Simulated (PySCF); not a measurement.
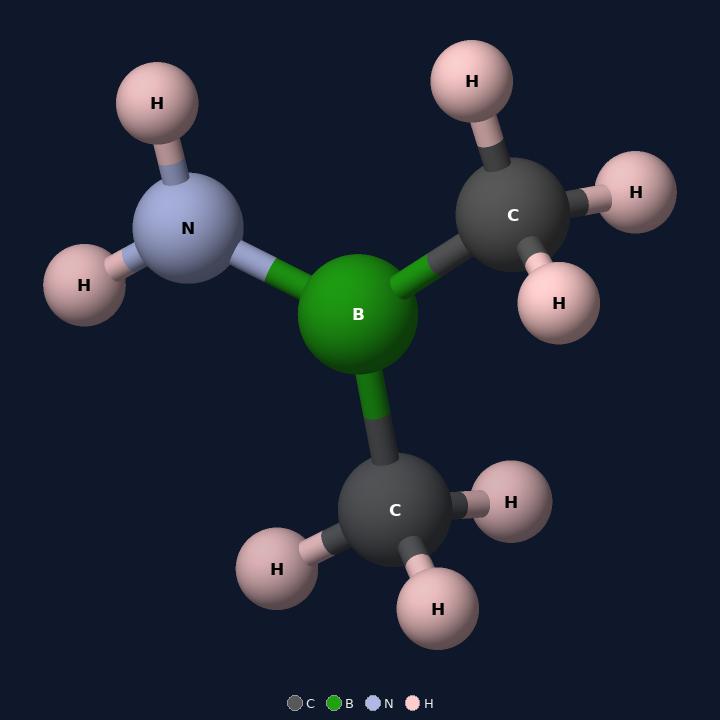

Ball-and-stick drawing of a structure.

Computed geometry: PBE0-D3(BJ)/def2-SVP optimisation. No frequency run is at hand to confirm it as a minimum.

Identify the structure.

The molecule is C2H8BN. Its SMILES string is `CB(C)N`. It has no ring. Coordination: 2 C tetrahedral; 1 B trigonal planar; 1 N trigonal planar.

More results for the same structure follow; atom numbers are the same in all pictures, views and colours differ.

### Shape

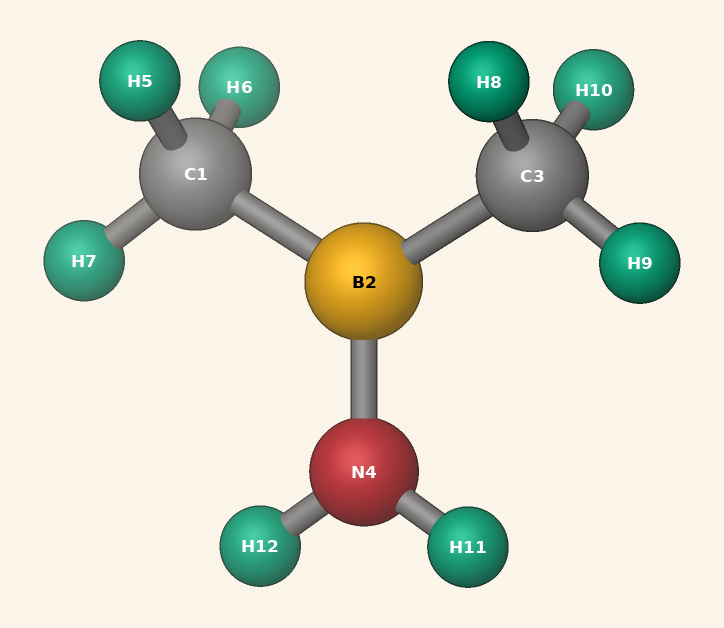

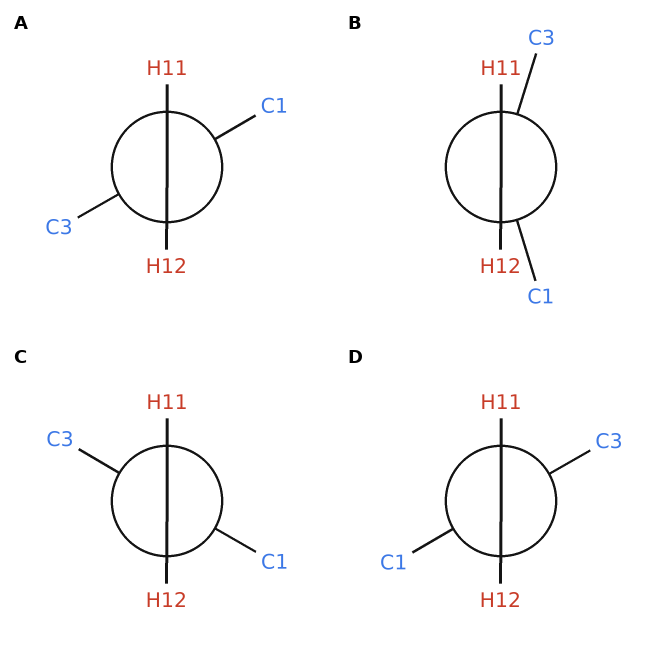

Depth is shown by fading: the farther an atom, the more it takes the colour of the background. Bonds that would overlap in a projection are set slightly apart. No frequency run is at hand to confirm it as a minimum.

**Which Newman projection shows the view along N4–B2, with N4 in front?**

B. The torsion angle H11–N4–B2–C1 is 180°, antiperiplanar (anti).

### Charges

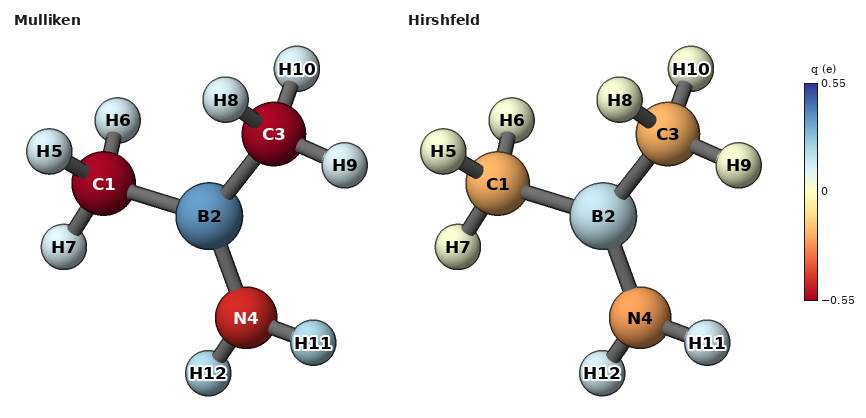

Atomic charges of one calculation by 2 schemes, on one colour scale. No frequency run is at hand to confirm it as a minimum. Computed with PBE0/pcSseg-1 in acetone (IEF-PCM) (PySCF 2.14.0).

**Which scheme gives the most polar picture (largest mean size of the charges)?**

The Mulliken charges are the largest in size here.

**On which atom do the schemes disagree most?**

On C1 (from −0.53 to −0.20 e); C3 (from −0.53 to −0.20 e).

List the charges (e), one line for each set of equivalent atoms. Atoms whose distances differ by more than 0.02 Å in this geometry are listed apart.

| atom | Mulliken | Hirshfeld |
| --- | --- | --- |
| C1, C3 | −0.53 | −0.20 |
| B2 | 0.36 | 0.17 |
| N4 | −0.45 | −0.24 |
| H5, H8 | 0.13 | 0.04 |
| H6, H10 | 0.13 | 0.04 |
| H7, H9 | 0.12 | 0.03 |
| H11, H12 | 0.21 | 0.13 |

### Electronic properties

No frequency run is at hand to confirm it as a minimum. Properties computed with BHandHLYP/aug-pcX-1 (pcseg-1 on H), gas phase (PySCF 2.14.0).

**What is the HOMO energy (Kohn–Sham orbital)?**

−9.41 eV.

**What is the dipole moment?**

1.21 D.

**What is the HOMO–LUMO gap?**

9.74 eV.

### Excitation

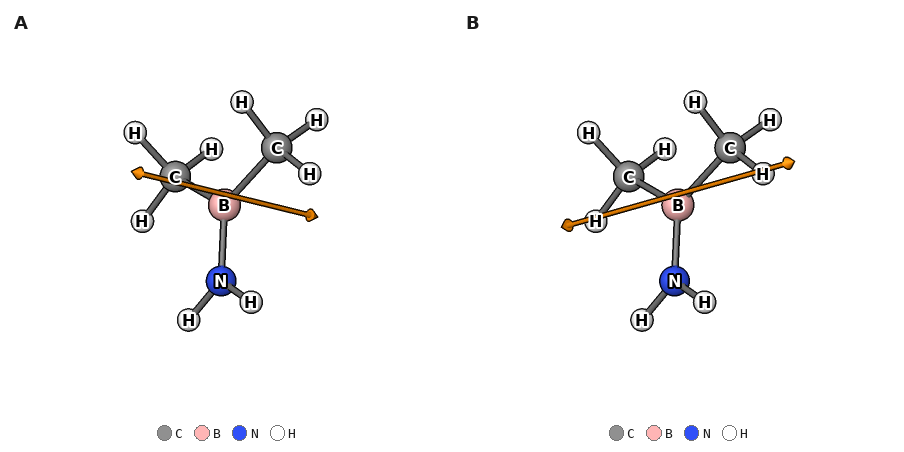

The double arrows show the directions of two transition dipoles from the ground state (lengths mean nothing). No frequency run is at hand to confirm it as a minimum. Level of theory: TDDFT CAM-B3LYP/def2-SVPD, vertical, IEF-PCM chloroform (non-equilibrium linear response), core orbitals frozen in the response (PySCF 2.14.0).

**One belongs to singlet state 1 and one to singlet state 3. Which is which?**

A: state 1, 7.26 eV (171 nm), oscillator strength 0.037, mainly HOMO → LUMO (weight 0.90).
B: state 3, 7.93 eV (156 nm), oscillator strength 0.053, mainly HOMO−1 → LUMO (weight 0.91).

### Quadrupole coupling

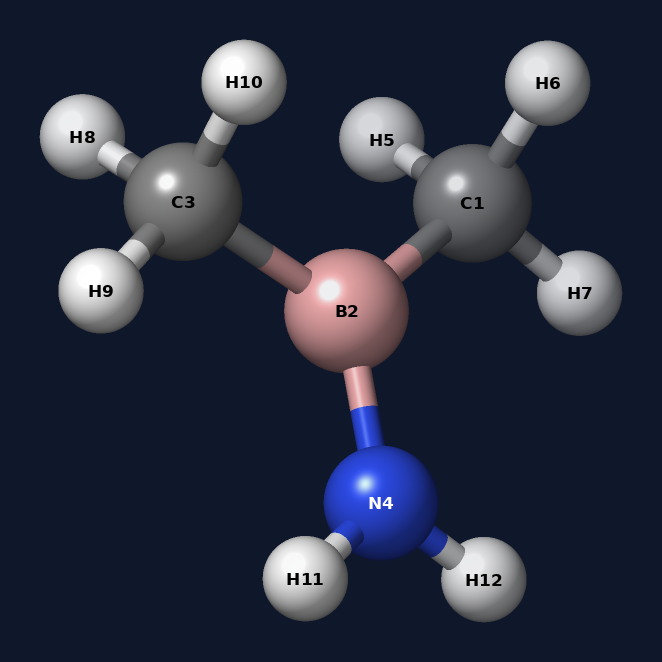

No frequency run is at hand to confirm it as a minimum. Electric field gradients from the ground-state density, PBE0/pcSseg-1 in acetone (IEF-PCM) (PySCF 2.14.0), non-relativistic apart from any core potentials.

Give the largest field-gradient component, the quadrupole coupling constant and the asymmetry for 11B at B2 (Q = 40.59 mb), 14N at N4 (Q = 20.44 mb), 2H at H5 (Q = 2.86 mb), 2H at H6 (Q = 2.86 mb), 2H at H7 (Q = 2.86 mb), 2H at H11 (Q = 2.86 mb).

| atom | V_zz (a.u.) | e²qQ/h (MHz) | η |
| --- | --- | --- | --- |
| B2 | 0.426 | 4.06 | 0.13 |
| N4 | −0.587 | −2.82 | 0.68 |
| H5 | 0.296 | 0.199 | 0.02 |
| H6 | 0.295 | 0.198 | 0.02 |
| H7 | 0.299 | 0.201 | 0.01 |
| H11 | 0.404 | 0.272 | 0.15 |

Mulliken values depend strongly on the basis set and can even reverse the polarity of a bond.
